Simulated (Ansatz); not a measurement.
```xyz
11

Si    0.3843   -0.0673    0.1477
C     0.4387    0.1344    2.0243
H    -0.5691    0.4080    2.3973
H     0.7561   -0.8070    2.5163
H     1.1500    0.9334    2.3151
H     1.7349   -0.4456   -0.4028
H    -0.0497    1.2093   -0.5241
H    -0.5884   -1.1498   -0.2504
S    -3.5138    0.5768    1.2909
H    -2.9966    0.2377    0.0781
H    -3.4898   -0.7210    1.7006
```

Level of theory: RKS PBE/def2-SVP (Ansatz).

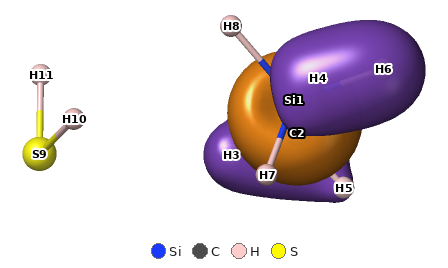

CH6Si···H2S. The HOMO−1 at ±0.15 Å⁻³ᐟ² (orange and purple are the two phases), seen from one side.

Question: Where does this orbital lie, and at what energy?

Answer: Its weight (Hirshfeld) is mainly on C2 (about 40 %), Si1 (about 30 %), H6 (about 15 %) and H3 (about 5 %). Its energy is −7.78 eV.
